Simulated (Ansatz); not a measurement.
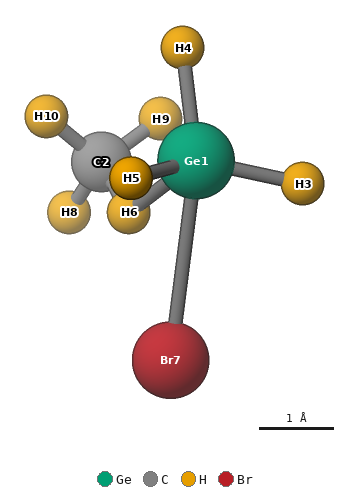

The input geometry (ball-and-stick view, seen at a tilt; atoms are numbered from 1 in the order of the input). Sticks mark near contacts.

Run report: CH7BrGe, geometry relaxation (part 1 of 2)

CH7BrGe, computed with RKS PBE0-D4/def2-TZVP (Ansatz 0.2.0).

The geometry is a transition state displaced along its imaginary mode. The reaction was set up to form Ge1–Br7 and C2–H6 and to break Ge1–C2 and H6–Br7 (atoms counted from 1 in the order of the input); sticks are drawn by distance alone. Figures and captions count atoms from 1; the log counts them from 0 in places.

### Input
```yaml
crystal:
  periodic: [false, false, false]
  atoms:
    - {symbol: Ge, position_ang: [-0.589847, 0.995111, -0.452249]}
    - {symbol: C, position_ang: [0.354920, -0.949242, 0.750001]}
    - {symbol: H, position_ang: [-1.546167, 0.567581, -1.539479]}
    - {symbol: H, position_ang: [-1.417826, 0.915331, 0.919578]}
    - {symbol: H, position_ang: [0.303189, 2.207352, -0.329360]}
    - {symbol: H, position_ang: [0.516085, -0.482781, -0.133321]}
    - {symbol: Br, position_ang: [1.359339, 0.113491, -2.238296]}
    - {symbol: H, position_ang: [1.103670, -1.730122, 0.637264]}
    - {symbol: H, position_ang: [-0.662162, -1.360081, 0.797819]}
    - {symbol: H, position_ang: [0.578800, -0.276741, 1.588041]}
basis:
  gaussian: {orbitals: def2-TZVP}
hamiltonian: {xc: pbe0, dispersion: d4}
relax: {f_tol: 0.005, max_steps: 200}
```

Command:
```bash
ansatz run in.yaml --threads 8 --pin off --events-out ev --progress --plain --max-ram 19148MiB
```

### Log
```
Functional definition: PBE0
  name "PBE0"
  cite "Adamo & Barone, J. Chem. Phys. 110, 6158 (1999) doi:10.1063/1.478522"
  cite "Perdew, Burke & Ernzerhof, Phys. Rev. Lett. 77, 3865 (1996) doi:10.1103/PhysRevLett.77.3865"
  parent pbe
  parameter a = 0.25
  parameter kappa = 0.804
  parameter beta = 0.06672455060314922
  exchange = (1 - a)*pbe_x(kappa = kappa, mu = beta*pi^2/3) + a*exact_x
  correlation = pbe_c(beta = beta)
1302 factors; their error is unknown
mean field evaluation 1: about -127692.1822 eV, gradient 4.9e1 eV
mean field evaluation 2: about -127690.6439 eV, gradient 5.4e1 eV
mean field evaluation 4: about -127697.1336 eV, gradient 1.8e0 eV
mean field evaluation 8: about -127697.1390 eV, gradient 4.6e-2 eV
mean field evaluation 16: about -127697.8394 eV, gradient 7.4e-5 eV
mean field -127697.83935133 eV, -4692.8090394570 hartree, gradient 7.4e-5 eV, S^2 0.000000; 0 other end points of the search recorded, 0 dependent functions left out
the calculation of the forces begins
reference -127697.83938043 eV, -4692.8090405265 hartree; 40, 40 occupied and 129, 129 virtual orbitals, 1302 factors
relax step   1: F+E_penalty+E_count = -127697.99998665 eV  Δ(F+E_penalty+E_count) = +0.000e0 eV  max|allowed force component| = 3.835e0 eV/Å  Δτ_max = 0.0000 Å  (27 SCF iters, accepted)
these checks for a lower state are left out or cut short: starts, cluster_reference, orbital_swaps, neighbouring_geometries, increment
1302 factors; their error is unknown
mean field -127698.62997748 eV, -4692.8380944320 hartree, gradient 1.4e-5 eV, S^2 0.000000; 0 other end points of the search recorded, 0 dependent functions left out
[... from here on the field's lines of each further geometry are left out, up to the last ...]
relax step   2: F+E_penalty+E_count = -127698.78897541 eV  Δ(F+E_penalty+E_count) = -7.890e-1 eV  max|allowed force component| = 9.639e-1 eV/Å  Δτ_max = 0.1915 Å  (35 SCF iters, accepted)
relax step   3: F+E_penalty+E_count = -127699.42911124 eV  Δ(F+E_penalty+E_count) = -6.401e-1 eV  max|allowed force component| = 1.077e0 eV/Å  Δτ_max = 0.1993 Å  (34 SCF iters, accepted)
relax step   4: F+E_penalty+E_count = -127699.90253575 eV  Δ(F+E_penalty+E_count) = -4.734e-1 eV  max|allowed force component| = 9.795e-1 eV/Å  Δτ_max = 0.1949 Å  (29 SCF iters, accepted)
relax step   5: F+E_penalty+E_count = -127700.23597409 eV  Δ(F+E_penalty+E_count) = -3.334e-1 eV  max|allowed force component| = 7.291e-1 eV/Å  Δτ_max = 0.1948 Å  (28 SCF iters, accepted)
relax step   6: F+E_penalty+E_count = -127700.37696382 eV  Δ(F+E_penalty+E_count) = -1.410e-1 eV  max|allowed force component| = 5.334e-1 eV/Å  Δτ_max = 0.1999 Å  (28 SCF iters, accepted)
relax step   7: F+E_penalty+E_count = -127700.52926893 eV  Δ(F+E_penalty+E_count) = -1.523e-1 eV  max|allowed force component| = 1.834e-1 eV/Å  Δτ_max = 0.1994 Å  (28 SCF iters, accepted)
relax step   8: F+E_penalty+E_count = -127700.56001147 eV  Δ(F+E_penalty+E_count) = -3.074e-2 eV  max|allowed force component| = 6.046e-2 eV/Å  Δτ_max = 0.1483 Å  (28 SCF iters, accepted)
relax step   9: F+E_penalty+E_count = -127700.54011376 eV  Δ(F+E_penalty+E_count) = +1.990e-2 eV  max|allowed force component| = 3.225e-1 eV/Å  Δτ_max = 0.1174 Å  (29 SCF iters, rejected (line search))
relax step  10: F+E_penalty+E_count = -127700.56573391 eV  Δ(F+E_penalty+E_count) = -5.722e-3 eV  max|allowed force component| = 1.730e-2 eV/Å  Δτ_max = 0.0577 Å  (29 SCF iters, accepted)
relax step  11: F+E_penalty+E_count = -127700.56813077 eV  Δ(F+E_penalty+E_count) = -2.397e-3 eV  max|allowed force component| = 5.053e-2 eV/Å  Δτ_max = 0.0549 Å  (29 SCF iters, accepted)
relax step  12: F+E_penalty+E_count = -127700.56898106 eV  Δ(F+E_penalty+E_count) = -8.503e-4 eV  max|allowed force component| = 4.110e-2 eV/Å  Δτ_max = 0.0382 Å  (29 SCF iters, accepted)
relax step  13: F+E_penalty+E_count = -127700.56922212 eV  Δ(F+E_penalty+E_count) = -2.411e-4 eV  max|allowed force component| = 2.197e-2 eV/Å  Δτ_max = 0.0207 Å  (30 SCF iters, accepted)
relax step  14: F+E_penalty+E_count = -127700.56925773 eV  Δ(F+E_penalty+E_count) = -3.560e-5 eV  max|allowed force component| = 6.993e-3 eV/Å  Δτ_max = 0.0053 Å  (30 SCF iters, accepted)
relax step  15: F+E_penalty+E_count = -127700.56928340 eV  Δ(F+E_penalty+E_count) = -2.567e-5 eV  max|allowed force component| = 6.010e-3 eV/Å  Δτ_max = 0.0080 Å  (30 SCF iters, accepted)
relax step  16: F+E_penalty+E_count = -127700.56930490 eV  Δ(F+E_penalty+E_count) = -2.151e-5 eV  max|allowed force component| = 1.892e-2 eV/Å  Δτ_max = 0.0152 Å  (30 SCF iters, accepted)
relax step  17: F+E_penalty+E_count = -127700.56931416 eV  Δ(F+E_penalty+E_count) = -9.256e-6 eV  max|allowed force component| = 8.970e-3 eV/Å  Δτ_max = 0.0019 Å  (30 SCF iters, accepted)
the calculation of the forces begins
reference -127700.44577829 eV, -4692.9048238810 hartree; 40, 40 occupied and 129, 129 virtual orbitals, 1302 factors
relax step  18: F+E_penalty+E_count = -127700.56931725 eV  Δ(F+E_penalty+E_count) = -3.094e-6 eV  max|allowed force component| = 1.407e-4 eV/Å  Δτ_max = 0.0013 Å  (30 SCF iters, accepted)
1302 factors; their error is unknown
mean field evaluation 160: about -127700.4457 eV, gradient 7.4e-5 eV
```

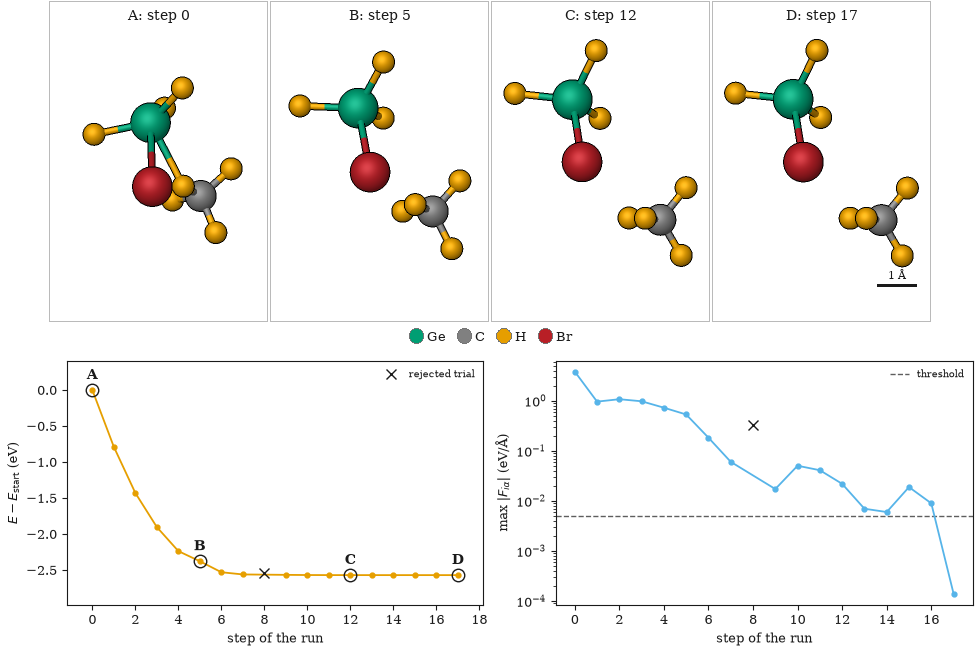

Frames of the relaxation (ball-and-stick view, seen at an oblique angle) above the curves, on which the letters mark them (the first geometry is step 0 here and step 1 in the log).

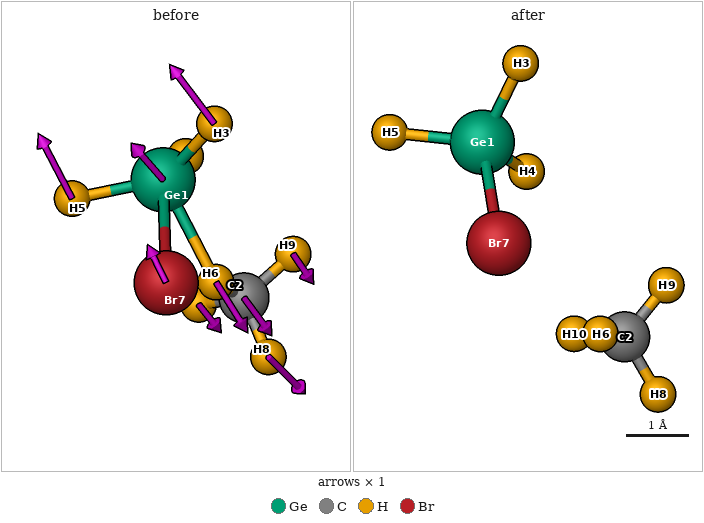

Before (left) and after (right) the relaxation, at one scale (ball-and-stick view, seen at an oblique angle). The pink arrows give the displacements, at true length. After 17 geometry steps the energy has fallen by 2.569 eV. Largest force component: 3.8 eV/Å at the start, 0.00014 eV/Å at the end. The line search rejected the trial step at point 8 (counted from 0) and went back. The largest moves after the best rigid fit, 1.26 Å, are those of H3 and H5. Largest moves by element: H 1.26 Å, Ge 0.99 Å, C 0.86 Å, Br 0.72 Å. Among the contacts that change: Ge1–H6 1.873 → 3.738 Å, Ge1–Br7 2.787 → 2.311 Å, C2–H6 1.012 → 1.090 Å, Ge1–H4 1.604 → 1.531 Å. Among the angles that change: H4–Ge1–Br7 153.3° → 107.2°, H3–Ge1–Br7 83.8° → 107.0°, H3–Ge1–H5 131.3° → 111.6°. (Atoms are counted from 1 in the order of the input.)

```
mean field -127700.44574421 eV, -4692.9048226289 hartree, gradient 1.4e-5 eV, S^2 0.000000; 1 other end points of the search recorded, 0 dependent functions left out
the calculation of the forces begins
reference -127700.44577829 eV, -4692.9048238810 hartree; 40, 40 occupied and 129, 129 virtual orbitals, 1302 factors
Total energy: -127700.56935133 eV, -4692.9093651064 hartree
Atom 0 at    -0.761944     1.696603    -1.140209 Å, force     0.000004     0.000089    -0.000032 eV/Å
Atom 1 at     0.621637    -1.610337     1.238331 Å, force     0.000067    -0.000018    -0.000052 eV/Å
Atom 2 at    -2.020653     1.633591    -2.010578 Å, force    -0.000011     0.000011    -0.000065 eV/Å
Atom 3 at    -0.939513     0.929101     0.172215 Å, force    -0.000077     0.000060     0.000035 eV/Å
Atom 4 at    -0.315057     3.141420    -0.898022 Å, force     0.000022     0.000047    -0.000040 eV/Å
Atom 5 at     0.980886    -1.301005     0.257177 Å, force    -0.000121     0.000093     0.000076 eV/Å
Atom 6 at     0.929363     0.653143    -2.318858 Å, force     0.000026    -0.000049    -0.000060 eV/Å
Atom 7 at     1.179013    -2.485570     1.571125 Å, force     0.000092    -0.000031    -0.000060 eV/Å
Atom 8 at    -0.437958    -1.858528     1.177262 Å, force     0.000067    -0.000062     0.000116 eV/Å
Atom 9 at     0.764226    -0.798519     1.951555 Å, force    -0.000069    -0.000141     0.000082 eV/Å
Dipole moment:    -0.284670     0.179386     0.193274 e Å
```

### Trajectory as extended XYZ (Å, eV, eV/Å), 18 frames, from step=1 to step=18
```
10
Properties=species:S:1:pos:R:3:forces:R:3 step=1 energy=-127697.99999
Ge   -0.5898    0.9951   -0.4522   -0.1071   0.3483  -0.2825
C     0.3549   -0.9492    0.7500   -0.9362  -1.7770   3.8346
H    -1.5462    0.5676   -1.5395   -0.2384   0.2231  -0.2492
H    -1.4178    0.9153    0.9196    0.5406  -0.1409  -0.6262
H     0.3032    2.2074   -0.3294   -0.0644   0.3716  -0.1301
H     0.5161   -0.4828   -0.1333    0.9179   1.3702  -3.3076
Br    1.3593    0.1135   -2.2383   -0.5525   0.3171   0.4142
H     1.1037   -1.7301    0.6373    0.0730  -0.1967   0.1876
H    -0.6622   -1.3601    0.7978    0.4320  -0.0352   0.2279
H     0.5788   -0.2767    1.5880   -0.0650  -0.4805  -0.0687
10
Properties=species:S:1:pos:R:3:forces:R:3 step=2 energy=-127698.78898
Ge   -0.5617    1.0544   -0.5756    0.0554   0.5574  -0.8340
C     0.3648   -1.0293    0.8428    0.3323  -0.9639   0.7974
H    -1.5952    0.7198   -1.6448   -0.2457   0.3638  -0.0388
H    -1.2842    0.8558    0.8003    0.3593  -0.1823  -0.3050
H     0.2390    2.3449   -0.4453   -0.2917   0.3212  -0.0717
H     0.5385   -0.5338   -0.1005    0.1016   0.0619  -0.2586
Br    1.2297    0.2425   -2.2168   -0.3765   0.1023   0.4362
H     1.1151   -1.8141    0.7404    0.0040  -0.2382   0.3377
H    -0.6355   -1.4563    0.9081    0.1005   0.0547   0.0083
H     0.5896   -0.3840    1.6915   -0.0393  -0.0769  -0.0715
10
Properties=species:S:1:pos:R:3:forces:R:3 step=3 energy=-127699.42911
Ge   -0.5454    1.1462   -0.7244   -0.4972   0.6048  -0.0624
C     0.3969   -1.1136    0.9077    0.8581  -0.4503  -0.6985
H    -1.6955    0.8827   -1.7010   -0.1088   0.4416  -0.0696
H    -1.1564    0.7954    0.6859    0.4947  -0.1254  -0.5855
H     0.1327    2.5020   -0.5064   -0.3219   0.2517  -0.2096
H     0.5889   -0.6160   -0.0688   -0.2347  -0.5299   1.0771
Br    1.1531    0.2775   -2.1477   -0.0274  -0.0122   0.0578
H     1.1343   -1.9186    0.8567   -0.1227  -0.1900   0.4550
H    -0.6118   -1.5096    0.9600   -0.0692  -0.0370  -0.0146
H     0.6032   -0.4461    1.7380    0.0290   0.0467   0.0505
10
Properties=species:S:1:pos:R:3:forces:R:3 step=4 energy=-127699.90254
Ge   -0.6072    1.2660   -0.7927    0.4831   0.1819  -0.9795
C     0.4373   -1.1967    0.9587    0.5946  -0.1501  -0.7025
H    -1.7575    1.0275   -1.7347   -0.4282   0.3863  -0.3278
H    -1.0304    0.7594    0.5416    0.0132  -0.4765   0.6260
H     0.0310    2.6112   -0.5662   -0.1576   0.6233  -0.1510
H     0.6350   -0.7105   -0.0128   -0.1429  -0.4217   0.7942
Br    1.1087    0.3014   -2.1124   -0.2107   0.1381   0.1343
H     1.1531   -2.0231    0.9715   -0.2052  -0.0706   0.4146
H    -0.5909   -1.5480    0.9853   -0.0106  -0.1389   0.0722
H     0.6209   -0.4873    1.7616    0.0643  -0.0718   0.1193
```
